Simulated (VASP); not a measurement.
**Run report: Hf16Si31, geometry relaxation (part 8 of 8)**

The same run, continued: Hf16Si31 (defect cell, 47 atoms in the cell); Kohn-Sham DFT of a periodic cell, PBE, VASP PAW PBE potentials, recommended, no spin polarisation (VASP 6.6.1); cutoff 520 eV, 3×2×3 k-mesh, methfessel-paxton of 0.1 eV. The structure derives from an entry of the Crystallography Open Database.

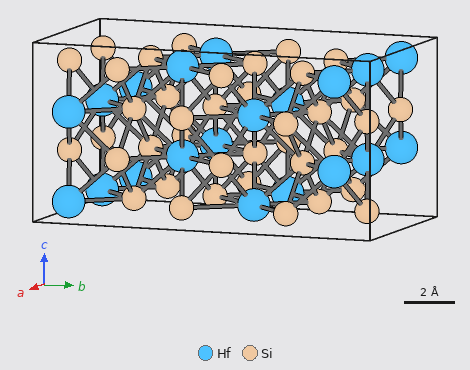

*The input geometry (ball-and-stick view of the cell of the calculation, seen at an oblique angle). An atom can appear more than once, as a periodic image.*

**Notes**

Spin–orbit coupling is left out, which matters for Hf.
